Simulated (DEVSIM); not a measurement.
System: Ru/SiO2/n-Si capacitor, at 300 K.

```csv
layer (left to right),material,thickness (nm),Nd (cm⁻³)
1,SiO2,5.90,-
2,Si,16000,2.6e15
```

Metal gate on the left, work function 4.7 eV. Fixed charge at the semiconductor interface -5.1e10 cm⁻² (in units of +e); no interface traps.

Constants are typed, rounded textbook-type inputs, not results; the design itself was drawn at random and stands for no fabricated device. Values at 300 K.

```tsv
parameter	SiO2	Si
gap (eV)	9	1.124
affinity (eV)	0.9	4.05
permittivity	3.9	11.7
Nc (cm⁻³)	-	2.86e19
Nv (cm⁻³)	-	3.1e19
```

Simulated with DEVSIM: 1D Poisson equation in equilibrium, Boltzmann statistics, complete ionisation; no quantum confinement or tunnelling. Metal contacts follow the ideal Schottky-Mott rule: no Fermi-level pinning, no interface dipoles.

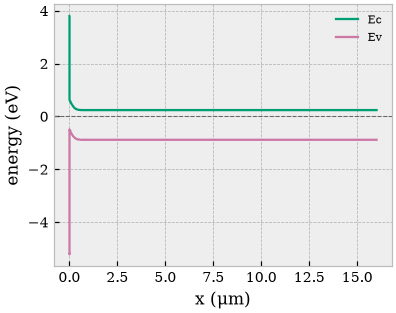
Figure. Band edges at 0.0 V on the gate

Energies count from the Fermi level of the right contact; mesh points crowd at the junctions.

| x (μm) | Ec (eV) | Ev (eV) | n (cm⁻³) | p (cm⁻³) | field (V/cm) |
|---|---|---|---|---|---|
| 0.000 | 3.800 | -5.200 | < 1e2 | < 1e2 | -28000 |
| 0.001423 | 3.796 | -5.204 | < 1e2 | < 1e2 | -28000 |
| 0.003598 | 3.790 | -5.210 | < 1e2 | < 1e2 | -28000 |
| 0.005391 | 3.785 | -5.215 | < 1e2 | < 1e2 | -28000 |
| 0.007357 | 0.631 | -0.493 | 7.2e8 | 1.6e11 | -17000 |
| 0.01106 | 0.625 | -0.499 | 9.1e8 | 1.3e11 | -17000 |
| 0.02052 | 0.609 | -0.515 | 1.7e9 | 6.9e10 | -17000 |
| 0.05820 | 0.549 | -0.575 | 1.7e10 | 6.8e9 | -15000 |
| 0.1338 | 0.447 | -0.677 | 9.0e11 | 1.3e8 | -12000 |
| 0.3270 | 0.288 | -0.836 | 4.1e14 | 280000 | -4600 |
| 0.8095 | 0.241 | -0.883 | 2.6e15 | 45000 | -20 |
| 2.641 | 0.241 | -0.883 | 2.6e15 | 45000 | ≈ 0 |
| 6.587 | 0.241 | -0.883 | 2.6e15 | 45000 | ≈ 0 |
| 12.08 | 0.241 | -0.883 | 2.6e15 | 45000 | ≈ 0 |
| 14.81 | 0.241 | -0.883 | 2.6e15 | 45000 | ≈ 0 |
| 15.53 | 0.241 | -0.883 | 2.6e15 | 45000 | ≈ 0 |
| 15.81 | 0.241 | -0.883 | 2.6e15 | 45000 | ≈ 0 |
| 15.93 | 0.241 | -0.883 | 2.6e15 | 45000 | ≈ 0 |
| 15.98 | 0.241 | -0.883 | 2.6e15 | 45000 | ≈ 0 |
| 16.00 | 0.241 | -0.883 | 2.6e15 | 45000 | ≈ 0 |
| 16.00 | 0.241 | -0.883 | 2.6e15 | 45000 | ≈ 0 |
| 16.01 | 0.241 | -0.883 | 2.6e15 | 45000 | ≈ 0 |
